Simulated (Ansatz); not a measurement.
# Calculations on C₃H₂O₂

**1. Relaxation**

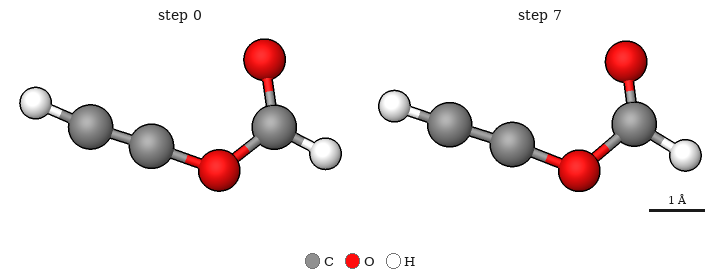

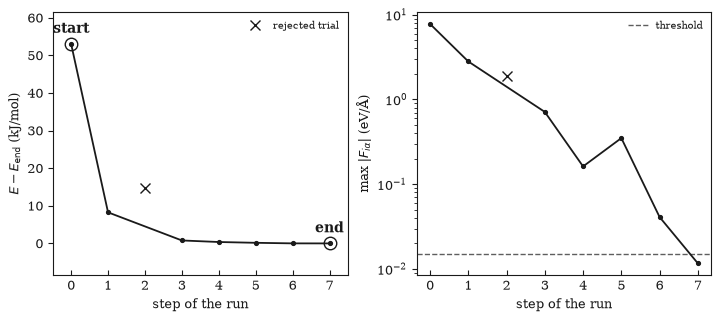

First and last geometry of a relaxation of C$_{3}$H$_{2}$O$_{2}$, with the history of the run. A ball-and-stick model, seen at a tilt.

The run prepares an end point of a later path (torsion) calculation, from a guessed geometry.

Method: Ansatz 0.2.0, RKS PBE0/6-31G*.

Input file:
```yaml
crystal:
  periodic: [false, false, false]
  atoms:
    - { symbol: C, position_ang: [-1.0428, -0.0563, 1.5946] }
    - { symbol: C, position_ang: [-0.124, 0.0003, 0.8762] }
    - { symbol: O, position_ang: [0.9337, 0.0213, 0.0952] }
    - { symbol: C, position_ang: [0.8222, 0.0064, -1.2355] }
    - { symbol: O, position_ang: [-0.3202, -0.0463, -1.8377] }
    - { symbol: H, position_ang: [-1.9587, -0.0087, 2.1991] }
    - { symbol: H, position_ang: [1.7511, 0.0153, -1.7376] }
basis:
  gaussian: { orbitals: "6-31G*" }
hamiltonian:
  xc: pbe0
relax:
  f_tol: 0.015
  max_steps: 40
```

Command:
```bash
ansatz run input.yaml --threads 1 --pin off --max-ram 2048MiB --backend cpu --events-out ev --progress --plain --runs-dir out
```

**Did the run converge, and what did it change?**

It converged. Over 6 accepted moves (7 points after the start) the energy falls by 53.1 kJ/mol. The largest force component goes from 7.8 to 0.012 eV/Å. The line search rejected the trial step at point 2 of the run. The largest moves after the best rigid fit, 0.062 Å, are those of C4 and H6. Largest moves by element: C 0.062 Å, H 0.061 Å, O 0.049 Å. Among the contacts that change: C4–O5 1.292 → 1.189 Å, O3–C4 1.335 → 1.379 Å, C4–H7 1.056 → 1.096 Å, C1–C2 1.168 → 1.202 Å. Bond angles that change, for instance: O3–C4–H7 113.6° → 107.1°, C2–C1–H6 173.0° → 178.9°, C2–O3–C4 121.6° → 117.6°. The run took of the order of 20 core-seconds on a shared host.

| step | E − E(0), kJ/mol | largest force component, eV/Å | note |
| --- | --- | --- | --- |
| 0 | 0.00 | 7.7837 |  |
| 1 | -44.80 | 2.8079 |  |
| 2 | -38.20 | 1.9126 | rejected |
| 3 | -52.28 | 0.7130 |  |
| 4 | -52.69 | 0.1622 |  |
| 5 | -52.90 | 0.3503 |  |
| 6 | -53.05 | 0.0410 |  |
| 7 | -53.06 | 0.0117 |  |

**2. Relaxation**

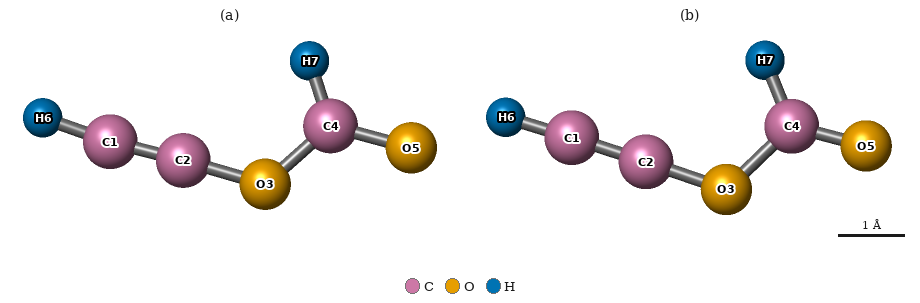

The structure of C$_{3}$H$_{2}$O$_{2}$ before (left) and after (right) a relaxation, at one scale.

Style: ball-and-stick. Shown face on.

The run prepares an end point of a later path (torsion) calculation, from a guessed geometry.

The calculation used RKS PBE0/6-31G* in Ansatz. Set-up: no spin polarisation; force threshold 0.015 eV/Å; at most 40 steps.

Question: Describe what moved and what it gained.

Answer: Over 7 accepted moves (8 points after the start) the energy falls by 0.594 eV. Largest force component: 6 eV/Å at the start, 0.015 eV/Å at the end. The line search rejected the trial step at point 2 of the run. O5 moves most after the best rigid fit: 0.087 Å. Largest moves by element: O 0.087 Å, C 0.072 Å, H 0.069 Å. Among the contacts that change: C4–O5 1.292 → 1.185 Å, O3–C4 1.335 → 1.387 Å, C4–H7 1.056 → 1.101 Å, C1–C2 1.168 → 1.203 Å. Bond angles that change, for instance: C2–C1–H6 173.0° → 179.1°, C2–O3–C4 121.6° → 116.6°, O5–C4–H7 123.8° → 127.5°. The run took roughly 22 core-seconds on a shared host.

**3. Path**

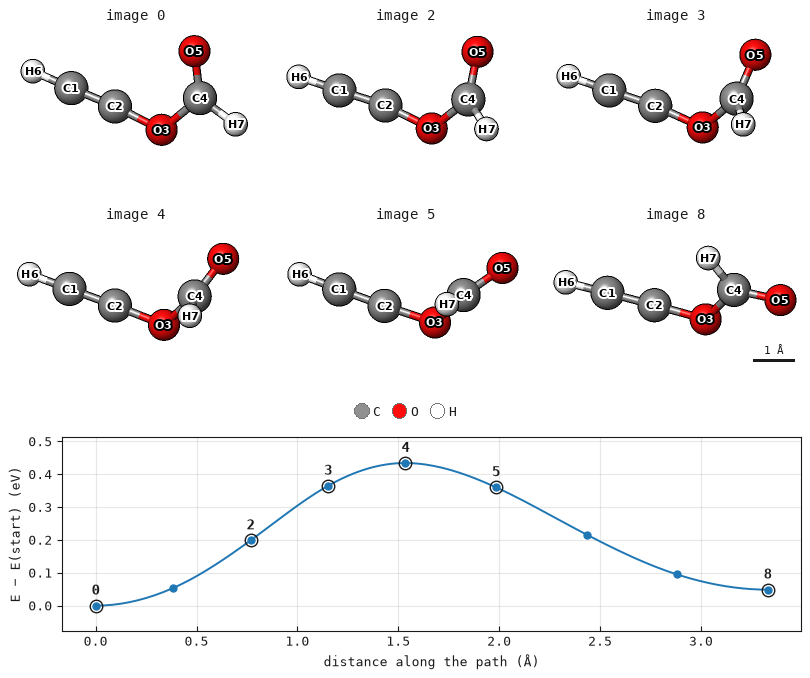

A search for the minimum-energy path of C₃H₂O₂ by the nudged elastic band. Images are numbered from 0 (start) to 8 (end). A ball-and-stick model, seen at a tilt.

The calculation used RKS PBE0/6-31G* in Ansatz. Run with 7 movable images; climbing image; force threshold 0.05 eV/Å; iteration limit 40; starting path by image-dependent pair potential.

What happens along the path, and what is the barrier?

Answer. Forward barrier 0.43 eV, backward barrier 0.39 eV, with image 4 at the top; the reaction energy is +0.05 eV. The motion is a rotation about the O3–C4 bond by about 180°, with a turn of about 180° about C1–C2. No bond forms or breaks between the ends. Bond angles that change up to the highest image, for instance: O3–C4–H7 107.1° → 110.4°, C1–C2–O3 175.9° → 178.5°. The band is converged. At the top, the vibrational analysis gives one imaginary mode (229i cm⁻¹), as a transition state must have.

The run took roughly 5 core-minutes on a shared host.
